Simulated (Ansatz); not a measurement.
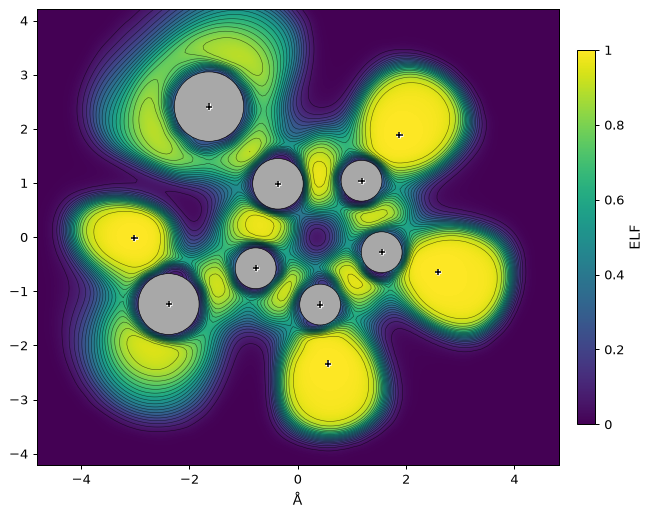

The electron localisation function on a plane through atoms (crosses mark nuclei in the plane; grey discs cover the cores).

The calculation used isolated molecule in a Gaussian basis; Kohn-Sham density functional theory, functional PBE0 (Ansatz 0.2.0).

Candidates:
A. C₄H₄BBrS (SMILES SC1=CC=CB1Br)
B. F₂PSi (SMILES F/[Si-]=P/F) (charge −1)
C. H₄PSi₂ (SMILES [SiH2]1[SiH2][P]1) (doublet)

**Which system is this?**

Candidate A: C₄H₄BBrS on the molecular plane, which holds C, B, Br, S and H. C–C (1.37 Å): the ELF peaks at about 0.90 between the atoms (a covalent bond). C–B (1.54 Å): the ELF peaks at about 0.95 between the atoms (localised, covalent bonding).
